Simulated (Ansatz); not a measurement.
# Ca2H2IF: complex band structure

Wanted: the relaxed cell of Ca2H2IF, its band edges and its decay constants. It is built by putting F for part of the I in the CaHI structure of space group P4/nmm, with the volume rescaled by atomic radii. The parent structure comes from the Materials Project.

Main program and level: Ansatz 0.2.0; PBEsol DFT, plane waves, PAW files, in the first sound run; inputs show where later runs differ.

The structure was built from a prototype and need not be the compound's stable phase.

## (1) Set-up

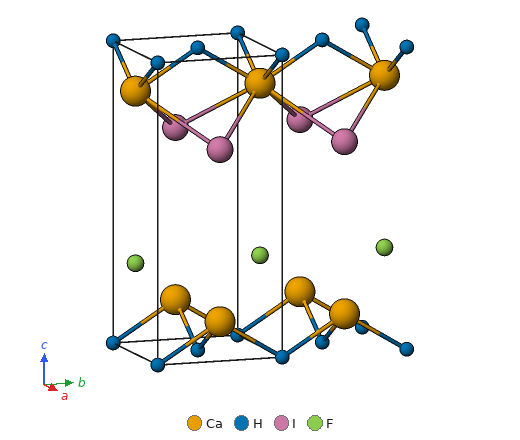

The starting structure, seen slightly off an axis (calcium orange, hydrogen blue, iodine pink, fluorine green). 1×2×1 cells are drawn. Some periodic images of atoms are drawn too.

## (2) Cell and atoms at rest

The substituted atoms don't fit the parent's cell, so cell and atoms relax together. A small smearing keeps the run stable in case the gap closes on the way.

Contents of input.yaml:

```yaml
crystal:
  lattice:
    - [3.7776857116, 0.0, 0.0]
    - [0.0, 3.7776857116, 0.0]
    - [0.0, 0.0, 8.7726557274]
  atoms:
    - { symbol: Ca, position: [0.0, 0.5, 0.13019281] }
    - { symbol: Ca, position: [0.5, 0.0, 0.86980719] }
    - { symbol: H, position: [0.5, 0.5, 0.0] }
    - { symbol: H, position: [0.0, 0.0, 0.0] }
    - { symbol: I, position: [0.0, 0.5, 0.69979029] }
    - { symbol: F, position: [0.5, 0.0, 0.30020971] }
kpoints:
  mp_grid: { grid: [6, 6, 4] }
scf:
  occupations: { method: gaussian, width: 0.03 }
hamiltonian:
  xc: pbesol
output:
  forces: true
  stress: true
relax:
  f_tol: 0.02
  max_steps: 60
  cell: {}
```

The run is started by

```console
$ ansatz run input.yaml --threads 2 --pin off --max-ram 4096MiB --backend cpu --events-out ev --progress --plain --runs-dir out
```

Numbers of over 12 decimals in the logs are rounded to 6 here.

Output:

```text
Engine: ansatz 0.2.0, x86_64-unknown-linux-gnu
Pseudopotentials: kind: paw
Pseudopotential: Ca, paw, valence charge 10, recommended cutoff 420 eV (normal), Ca.paw.azcp
Pseudopotential: H, paw, valence charge 1, recommended cutoff 420 eV (normal), H.paw.azcp
Pseudopotential: I, paw, valence charge 17, recommended cutoff 420 eV (normal), I.paw.azcp
Pseudopotential: F, paw, valence charge 7, recommended cutoff 420 eV (normal), F.paw.azcp
Functional definition: PBEsol
  exchange = pbesol_x
  correlation = pbesol_c
Crystal: 6 atoms, lattice volume = 125.194 Å³
Basis set: ecut = 420 eV, 2413 PW (Γ), exchange–correlation on 54×54×120 points (8 copies of the dense FFT grid, shifted against one another)
Bands: 29, of which v1, the nominal top of the filled ones, is band 23 counted from 1 (22 counted from 0)
Symmetry: 8 space group operations
Space group: P4mm (ITA 99), of the structure as read, at distance tolerance 5.0e-5 Å
k-points: 30 of 144 (time reversal used)
Non-local potential: Ca, projectors of the file, l = 0: 3, l = 1: 2, l = 2: 2
Non-local potential: H, projectors of the file, l = 0: 2, l = 1: 1
Non-local potential: I, projectors of the file, l = 0: 2, l = 1: 2, l = 2: 2, l = 3: 2
Non-local potential: F, projectors of the file, l = 0: 2, l = 1: 2, l = 2: 1
PAW form: soft (Blöchl's): semilocal exchange-correlation on the pseudo side does not see the compensation charge
PAW frozen core: Ca, regenerated for the run's functional, and the local potential with it (the file was generated under x = pbe(κ = 0.804, μ = 0.219515), c = pbe(β = 0.066725))
PAW frozen core: I, regenerated for the run's functional, and the local potential with it (the file was generated under x = pbe(κ = 0.804, μ = 0.219515), c = pbe(β = 0.066725))
PAW frozen core: F, regenerated for the run's functional, and the local potential with it (the file was generated under x = pbe(κ = 0.804, μ = 0.219515), c = pbe(β = 0.066725))
PAW one-centre angular grid: Ca, 110 points (default); XC on 64 Gauss nodes
PAW one-centre angular grid: H, 110 points (default); XC on 64 Gauss nodes
PAW one-centre angular grid: I, 590 points (default); XC on 64 Gauss nodes
PAW one-centre angular grid: F, 110 points (default); XC on 64 Gauss nodes
Initial density: superposition of atomic densities (neutral atoms: chi_scale 0, normalization atom), corrected by the library's trained network
Initial wavefunctions: pseudopotential atomic-orbital guess
Functional: x = pbesol(κ = 0.804, μ = 0.123457), c = pbesol(β = 0.046)
SCF iter   1: F=—  HF=-11856.887418 eV  |F-HF|=—  |Δ(HF+E_count)|=         —  Δρ=5.40e-3  dr2=5.03e-2  ethr=1.77e-3  ⟨swp⟩=11.7  Hψ=5694  notcnv=0  defer=1
preconditioner: auto → Resta (q_TF=auto, 2.309 Å⁻¹)  ε∞=2.5  [insulator: Δε(μ)=2.858 eV  Ē_g=15.139 eV  σ=0.030 eV  W_gap=1.00  n_scr=26 (ndim 8)  ℏωp=18.8 eV  f_vac=0.182  D(μ)=0.00/eV (n_scr^D=0)  ε∞_Penn≈2.5]
SCF iter   2: F=—  HF=-11856.874217 eV  |F-HF|=—  |Δ(HF+E_count)|=   1.32e-2  Δρ=2.40e-3  dr2=1.32e-2  ethr=1.09e-4  ⟨swp⟩=2.9  Hψ=1446  notcnv=0  defer=44
SCF iter   3: F=—  HF=-11856.870590 eV  |F-HF|=—  |Δ(HF+E_count)|=   3.63e-3  Δρ=9.85e-4  dr2=1.98e-3  ethr=2.88e-5  ⟨swp⟩=2.3  Hψ=1242  notcnv=0  defer=44
SCF iter   4: F=—  HF=-11856.870220 eV  |F-HF|=—  |Δ(HF+E_count)|=   3.70e-4  Δρ=3.77e-4  dr2=2.82e-4  ethr=4.30e-6  ⟨swp⟩=2.0  Hψ=1131  notcnv=0  defer=44
SCF iter   5: F=—  HF=-11856.870322 eV  |F-HF|=—  |Δ(HF+E_count)|=   1.02e-4  Δρ=6.52e-4  dr2=4.32e-4  ethr=6.13e-7  ⟨swp⟩=2.3  Hψ=1416  notcnv=0  defer=44
SCF iter   6: F=—  HF=-11856.870246 eV  |F-HF|=—  |Δ(HF+E_count)|=   7.64e-5  Δρ=7.05e-5  dr2=1.51e-5  ethr=6.13e-7  ⟨swp⟩=2.0  Hψ=1110  notcnv=0  defer=44
SCF iter   7: F=—  HF=-11856.870244 eV  |F-HF|=—  |Δ(HF+E_count)|=   1.93e-6  Δρ=2.17e-5  dr2=1.42e-6  ethr=3.28e-8  ⟨swp⟩=2.0  Hψ=1608  notcnv=0  defer=44
SCF iter   8: F=-11856.870244 eV  HF=-11856.870244 eV  |F-HF|=8.71e-8  |Δ(HF+E_count)|=   8.82e-9  Δρ=5.25e-6  dr2=4.67e-8  ethr=2.17e-10  ⟨swp⟩=3.4  Hψ=3737  notcnv=0
SCF 1 converged in 8 iterations: F = -11856.870244 eV  dr2 = 4.67e-8
  greatest PAW one-centre occupation: 0.999 electrons in one spin orbital (limit 2), on the I atom at site 4 (counted from 0), in its partial waves of l = 2
relax step   1: F+E_penalty+E_count = -11856.87024417 eV  Δ(F+E_penalty+E_count) = +0.000e0 eV  max|allowed force component| = 2.118e0 eV/Å  Δτ_max = 0.0000 Å  P = +0.134 GPa  Ω = 125.194 Å³  (8 SCF iters, dr2 threshold 1.00e-7 eV, accepted)
Crystal: 6 atoms, lattice volume = 125.424 Å³
Basis set: ecut = 420 eV, 2437 PW (Γ), exchange–correlation on 54×54×120 points (8 copies of the dense FFT grid, shifted against one another)
Initial density: handed on by an earlier stage of this run
Initial wavefunctions: those handed on with the density
iter 1 solved again at ethr=1.46e-3 eV; its pass at ethr=3.10e-3 eV (dr2=6.73e-1 eV) is discarded
SCF iter   1: F=—  HF=-11857.675437 eV  |F-HF|=—  |Δ(HF+E_count)|=         —  Δρ=2.31e-2  dr2=7.13e-1  ethr=1.46e-3  ⟨swp⟩=1.2  Hψ=5876  notcnv=0
preconditioner: auto → Resta (q_TF=auto, 2.308 Å⁻¹)  ε∞=2.5  [insulator: Δε(μ)=3.673 eV  Ē_g=15.402 eV  σ=0.030 eV  W_gap=1.00  n_scr=26 (ndim 8)  ℏωp=18.8 eV  f_vac=0.159  D(μ)=0.00/eV (n_scr^D=0)  ε∞_Penn≈2.5]
SCF iter   2: F=—  HF=-11857.452943 eV  |F-HF|=—  |Δ(HF+E_count)|=   2.22e-1  Δρ=9.12e-3  dr2=7.49e-2  ethr=1.46e-3  ⟨swp⟩=3.2  Hψ=1638  notcnv=0
SCF iter   3: F=—  HF=-11857.433050 eV  |F-HF|=—  |Δ(HF+E_count)|=   1.99e-2  Δρ=4.00e-3  dr2=1.31e-2  ethr=1.63e-4  ⟨swp⟩=3.0  Hψ=1711  notcnv=0  defer=41
SCF iter   4: F=—  HF=-11857.431391 eV  |F-HF|=—  |Δ(HF+E_count)|=   1.66e-3  Δρ=1.77e-3  dr2=2.22e-3  ethr=2.84e-5  ⟨swp⟩=2.0  Hψ=1353  notcnv=0  defer=41
SCF iter   5: F=—  HF=-11857.431560 eV  |F-HF|=—  |Δ(HF+E_count)|=   1.69e-4  Δρ=4.64e-4  dr2=2.26e-4  ethr=4.84e-6  ⟨swp⟩=2.0  Hψ=1242  notcnv=0  defer=41
SCF iter   6: F=—  HF=-11857.431743 eV  |F-HF|=—  |Δ(HF+E_count)|=   1.83e-4  Δρ=8.68e-5  dr2=1.90e-5  ethr=4.91e-7  ⟨swp⟩=2.0  Hψ=1117  notcnv=0  defer=41
SCF iter   7: F=—  HF=-11857.431770 eV  |F-HF|=—  |Δ(HF+E_count)|=   2.71e-5  Δρ=2.53e-5  dr2=1.37e-6  ethr=4.13e-8  ⟨swp⟩=2.0  Hψ=1334  notcnv=0  defer=41
SCF iter   8: F=-11857.431773 eV  HF=-11857.431772 eV  |F-HF|=7.98e-8  |Δ(HF+E_count)|=   2.49e-6  Δρ=5.12e-6  dr2=3.91e-8  ethr=1.30e-9  ⟨swp⟩=5.0  Hψ=3134  notcnv=0
SCF 2 converged in 8 iterations: F = -11857.431773 eV  dr2 = 3.91e-8
[...]
SCF 3 converged in 8 iterations: F = -11857.795487 eV  dr2 = 1.41e-7
relax step   3: F+E_penalty+E_count = -11857.79548690 eV  Δ(F+E_penalty+E_count) = -3.637e-1 eV  max|allowed force component| = 5.640e-1 eV/Å  Δτ_max = 0.1950 Å  P = -1.695 GPa  Ω = 123.033 Å³  energy of the carried Pulay correction = +1.924e-3 eV  (8 SCF iters, dr2 threshold 6.00e-7 eV, accepted)
[... from here on, the SCF cycles and remarks between the steps are left out ...]
relax step   4: F+E_penalty+E_count = -11857.95750605 eV  Δ(F+E_penalty+E_count) = -1.620e-1 eV  max|allowed force component| = 1.781e-1 eV/Å  Δτ_max = 0.1973 Å  P = -0.573 GPa  Ω = 114.327 Å³  energy of the carried Pulay correction = +1.003e-2 eV  (8 SCF iters, dr2 threshold 6.00e-7 eV, accepted)
relax step   5: F+E_penalty+E_count = -11858.02571508 eV  Δ(F+E_penalty+E_count) = -6.821e-2 eV  max|allowed force component| = 2.770e-1 eV/Å  Δτ_max = 0.1777 Å  P = -0.182 GPa  Ω = 108.402 Å³  energy of the carried Pulay correction = +1.589e-2 eV  (7 SCF iters, dr2 threshold 6.00e-7 eV, accepted)
relax step   6: F+E_penalty+E_count = -11858.08440590 eV  Δ(F+E_penalty+E_count) = -5.869e-2 eV  max|allowed force component| = 1.477e-1 eV/Å  Δτ_max = 0.1136 Å  P = +0.861 GPa  Ω = 102.523 Å³  energy of the carried Pulay correction = +2.201e-2 eV  (7 SCF iters, dr2 threshold 6.00e-7 eV, accepted)
relax step   7: F+E_penalty+E_count = -11858.09746056 eV  Δ(F+E_penalty+E_count) = -1.305e-2 eV  max|allowed force component| = 2.131e-1 eV/Å  Δτ_max = 0.0611 Å  P = -0.099 GPa  Ω = 104.372 Å³  energy of the carried Pulay correction = +2.005e-2 eV  (7 SCF iters, dr2 threshold 6.00e-7 eV, accepted)
relax step   8: F+E_penalty+E_count = -11858.09357234 eV  Δ(F+E_penalty+E_count) = +3.888e-3 eV  max|allowed force component| = 2.633e-1 eV/Å  Δτ_max = 0.0945 Å  P = -0.112 GPa  Ω = 103.910 Å³  energy of the carried Pulay correction = +2.054e-2 eV  (6 SCF iters, dr2 threshold 6.00e-7 eV, rejected (line search))
relax step   9: F+E_penalty+E_count = -11858.10425453 eV  Δ(F+E_penalty+E_count) = -6.794e-3 eV  max|allowed force component| = 2.135e-2 eV/Å  Δτ_max = 0.0327 Å  P = -0.004 GPa  Ω = 104.224 Å³  energy of the carried Pulay correction = +2.021e-2 eV  (10 SCF iters, accepted)
relax step  10: F+E_penalty+E_count = -11858.10432397 eV  Δ(F+E_penalty+E_count) = -6.943e-5 eV  max|allowed force component| = 9.912e-3 eV/Å  Δτ_max = 0.0045 Å  P = +0.001 GPa  Ω = 104.231 Å³  energy of the carried Pulay correction = +2.020e-2 eV  (6 SCF iters, dr2 threshold 2.85e-8 eV, accepted)
relax step  11: F+E_penalty+E_count = -11858.09691649 eV  Δ(F+E_penalty+E_count) = +7.407e-3 eV  max|allowed force component| = 1.009e-2 eV/Å  Δτ_max = 0.0000 Å  P = -0.130 GPa  Ω = 104.231 Å³  stress off target by 1.83e-1 GPa  SCF on the basis re-selected at this cell (its energy is not comparable with the rows above)  (6 SCF iters)
relax step  12: F+E_penalty+E_count = -11858.09758868 eV  Δ(F+E_penalty+E_count) = -6.722e-4 eV  max|allowed force component| = 9.560e-3 eV/Å  Δτ_max = 0.0048 Å  P = +0.075 GPa  Ω = 103.689 Å³  energy of the carried Pulay correction = +5.813e-4 eV  (6 SCF iters, dr2 threshold 8.41e-8 eV, accepted)
relax step  13: F+E_penalty+E_count = -11858.09745558 eV  Δ(F+E_penalty+E_count) = +1.331e-4 eV  max|allowed force component| = 8.504e-4 eV/Å  Δτ_max = 0.0036 Å  P = +0.001 GPa  Ω = 103.914 Å³  energy of the carried Pulay correction = +3.410e-4 eV  (6 SCF iters, dr2 threshold 3.97e-8 eV, accepted)
iter 1 solved again at ethr=1.34e-6 eV; its pass at ethr=3.10e-3 eV (dr2=6.18e-4 eV) is discarded
SCF iter   1: F=—  HF=-11858.097161 eV  |F-HF|=—  |Δ(HF+E_count)|=         —  Δρ=1.67e-5  dr2=4.96e-8  ethr=1.34e-6  ⟨swp⟩=2.9  Hψ=7564  notcnv=0
eigensolver tolerance schedule: the retry pair's looser diagonalisation over-reported the residual by 12466.86 of it (diagonalisation noise at an unbounded share of the residual, at the tolerance the schedule requests for it); recorded, not acted on — ethr = c·dr2/N_el stays at c = 1.0e-1
preconditioner: auto → Resta (q_TF=auto, 2.382 Å⁻¹)  ε∞=4.4  [insulator: Δε(μ)=2.973 eV  Ē_g=8.398 eV  σ=0.030 eV  W_gap=1.00  n_scr=24 (ndim 8)  ℏωp=15.5 eV  f_vac=0.028  D(μ)=0.00/eV (n_scr^D=0)  ε∞_Penn≈4.4]
SCF iter   2: F=—  HF=-11858.097160 eV  |F-HF|=—  |Δ(HF+E_count)|=   1.14e-6  Δρ=7.55e-6  dr2=1.19e-8  ethr=1.08e-10  ⟨swp⟩=3.1  Hψ=2079  notcnv=0
SCF iter   3: F=—  HF=-11858.097160 eV  |F-HF|=—  |Δ(HF+E_count)|=   2.08e-8  Δρ=2.11e-6  dr2=1.57e-9  ethr=2.59e-11  ⟨swp⟩=2.0  Hψ=1333  notcnv=0
SCF iter   4: F=—  HF=-11858.097160 eV  |F-HF|=—  |Δ(HF+E_count)|=   2.80e-9  Δρ=4.10e-7  dr2=2.78e-10  ethr=3.41e-12  ⟨swp⟩=2.0  Hψ=1330  notcnv=0
SCF iter   5: F=—  HF=-11858.097160 eV  |F-HF|=—  |Δ(HF+E_count)|=  2.51e-10  Δρ=3.51e-7  dr2=1.03e-10  ethr=1.00e-12  ⟨swp⟩=5.0  Hψ=3036  notcnv=0
SCF iter   6: F=-11858.097160 eV  HF=-11858.097160 eV  |F-HF|=9.09e-12  |Δ(HF+E_count)|=  1.82e-11  Δρ=1.26e-7  dr2=1.05e-11  ethr=1.00e-12  ⟨swp⟩=4.9  Hψ=2916  notcnv=0
SCF 14 converged in 6 iterations: F = -11858.097160 eV  dr2 = 1.05e-11
relax step  14: F+E_penalty+E_count = -11858.09715957 eV  Δ(F+E_penalty+E_count) = +2.960e-4 eV  max|allowed force component| = 8.339e-4 eV/Å  Δτ_max = 0.0000 Å  P = -0.003 GPa  Ω = 103.914 Å³  stress off target by 3.32e-3 GPa  SCF on the basis re-selected at this cell (its energy is not comparable with the rows above)  (6 SCF iters)
basis re-selected at this cell: Δ(F+E_penalty+E_count) = +2.960e-4 eV, ΔP = -0.004 GPa vs the last step (what re-selecting the basis moved, of the pressure what is left beyond the Pulay correction that the steps carried, after the strain that the cell walked since its last selection, with what the two solves' SCF thresholds leave and, on support functions, any second-order correction that the steps lacked; it is no m [...]
SCF converged after 6 iterations
Free energy (F): -11858.097160 eV
Harris-Foulkes:  -11858.097160 eV  (|F-HF|=9.09e-12)
Internal energy: -11858.097160 eV  (E = F + TS)
E sigma→0 (E₀):  -11858.097160 eV
Fermi energy:    7.504591 eV
--- Per-component energies (eV) ---
  E_band       = -668.097264
  E_kinetic    = 979.949445
  E_local      = -3873.241140  (includes V_loc(G=0)·N_el)
  E_nonlocal   = 117.045097
  E_hartree    = 1659.427158
  E_xc         = -497.275177
  E_vxc        = -596.370533  (∫ρ·V_xc dr)
  E_paw        = -6604.956760  (= ΣΔE_a)
  E_vpaw       = -614.334197  (= ΣTr[D̂ρ^β])
  E_aug_tail   = -0.000358  (compensation charges beyond the density's cutoff)
  E_ewald      = -3639.737596
  E_core_change = 0.692173  (= ΣΔE_core)
  E_smearing   = -0.000000  (= −TS)
  E_closure    = 0.000000  (closes the sum)
  Σ components = -11858.097160   (vs F -11858.097160, Δ=0.00e0)
--- Forces (eV/Å), atoms counted from 1 ---
  atom   1  Ca    -0.00000000     0.00000000    -0.00022171
  atom   2  Ca    -0.00000000     0.00000000     0.00019806
  atom   3  H      0.00000000     0.00000000    -0.00025446
  atom   4  H     -0.00000000    -0.00000000    -0.00025446
  atom   5  I      0.00000000    -0.00000000     0.00083352
  atom   6  F      0.00000000    -0.00000000    -0.00030318
  max |Σ_I F_I| component: 2.22e-6 eV/Å
--- Stress (GPa, compression-positive) ---
       -0.002197       0.000000      -0.000000
        0.000000      -0.002197      -0.000000
       -0.000000      -0.000000      -0.003325
  P = ⅓ Tr σ = -0.0026 GPa (-0.026 kbar)
--- Relaxed structure (12 steps of the walk, 11 accepted, 2 SCFs on fresh bases) ---
  F+E_penalty+E_count = -11858.09715957 eV   max|allowed force component| = 8.339e-4 eV/Å   (the final SCF, on the basis selected at the relaxed cell)
  cell:  # Å, volume = 103.9137 Å³
    - [3.706032, 0.0, 0]
    - [0.0, 3.706032, 0.0]
    - [0, 0.0, 7.565791]
  atoms:
    - { symbol: Ca, position: [0, 0.5, 0.203504] }
    - { symbol: Ca, position: [0.5, 0.0, 0.868938] }
    - { symbol: H, position: [0.5, 0.5, 0.016850] }
    - { symbol: H, position: [0, 0.0, 0.016850] }
    - { symbol: I, position: [0, 0.5, 0.631789] }
    - { symbol: F, position: [0.5, 0.0, 0.262070] }
```

Wall time 1.8 min (2 threads of AMD EPYC 7R43, shared host); peak memory 0.45 GiB; 3.4 min of CPU time.

Step by step:

```csv
step,energy less that of the first step (eV),largest force component (eV/Å),pressure (GPa),volume (Å³)
1,0.0000,2.1180,0.13,125.19
2,-0.5615,1.1990,-1.29,125.42
3,-0.9252,0.5640,-1.70,123.03
4,-1.0873,0.1781,-0.57,114.33
5,-1.1555,0.2770,-0.18,108.40
6,-1.2142,0.1477,0.86,102.52
7,-1.2272,0.2131,-0.10,104.37
8,-1.2233,0.2633,-0.11,103.91
9,-1.2340,0.0214,0.00,104.22
10,-1.2341,0.0099,0.00,104.23
11*,-1.2267,0.0101,-0.13,104.23
12,-1.2273,0.0096,0.08,103.69
13,-1.2272,0.0008,0.00,103.91
14*,-1.2269,0.0008,0.00,103.91
```

Relaxation steps marked * repeat the geometry before them on a plane-wave basis chosen anew for their cell, so energy and pressure can jump there. Relaxation step 8 was tried and not accepted.

The run keeps the 8 symmetry operations that it works with, so distortions that break them were not tested.

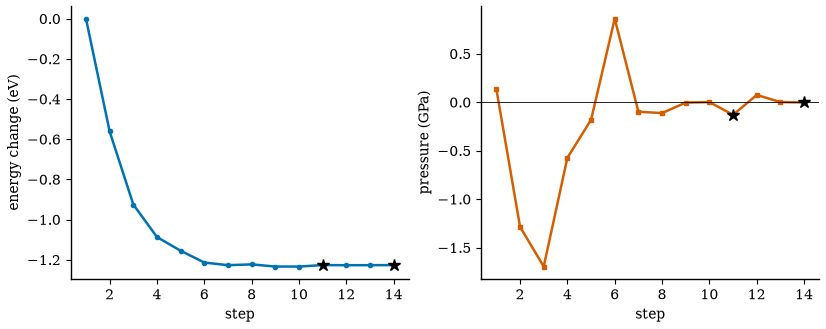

Energy and pressure along the relaxation. Stars mark steps on a basis chosen anew.

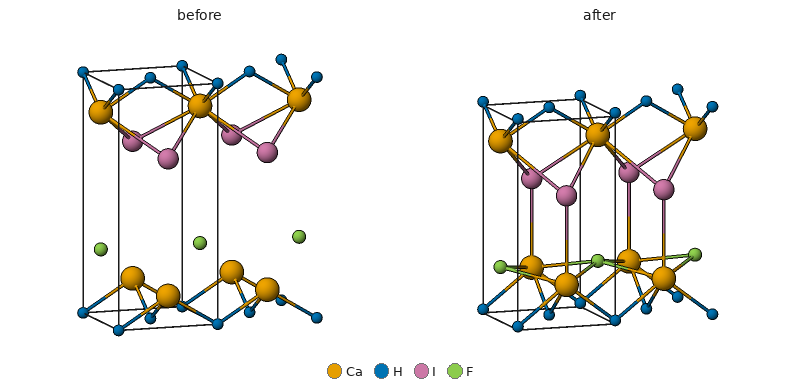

The structure before and after the relaxation, drawn at the same scale.

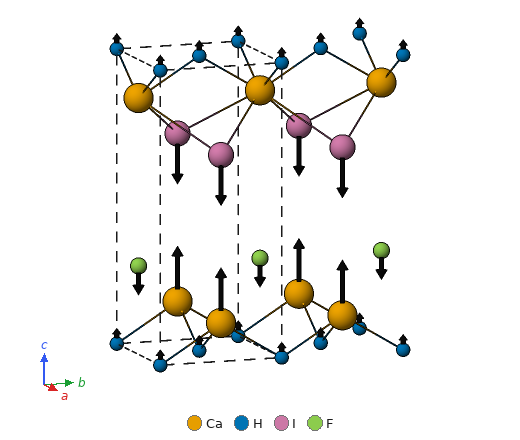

Displacements in the relaxation, exaggerated, measured against the changing cell; the longest in the cell stands for 0.55 Å. 1×2×1 cells are drawn. Some periodic images of atoms are drawn too.

```csv
cell as run,before,after,change
a (Å),3.778,3.706,-1.9 %
b (Å),3.778,3.706,-1.9 %
c (Å),8.773,7.566,-13.8 %
volume (Å³/atom),20.87,17.32,-17.0 %
```

The atoms that moved most (Å, as changes of fractional coordinates times the final cell):

```csv
atom,dx,dy,dz,length
Ca1,0.000,0.000,0.555,0.555
I5,0.000,0.000,-0.514,0.514
F6,0.000,0.000,-0.289,0.289
H3,0.000,0.000,0.127,0.127
H4,0.000,0.000,0.127,0.127
Ca2,0.000,0.000,-0.007,0.007
```

The relaxed structure:

```xyz
6
Lattice="3.7060 0.0000 0.0000 0.0000 3.7060 0.0000 0.0000 0.0000 7.5658" Properties=species:S:1:pos:R:3 pbc="T T T"
Ca    0.0000    1.8530    1.5397
Ca    1.8530    0.0000    6.5742
H     1.8530    1.8530    0.1275
H     0.0000    0.0000    0.1275
I     0.0000    1.8530    4.7800
F     1.8530    0.0000    1.9828
```

Numbers from this step:

```yaml
free_energy: -11858.0972 eV
fermi_energy: 7.505 eV
pressure: -0.002573 GPa
```

The largest force component on a free atom ends at 8.3e-4 eV/Å.

(Part 1 of 3 ends here.)

[Logs are printed without paths, hosts, clocks, repeated set-up lines and the standing remarks that a program may print on its own settings, such as how far it seeks lower states.]

[Hosts, paths, dates, database ids (printed as entryN), source tags and the programs' standing remarks are cut or masked in the printed files.]
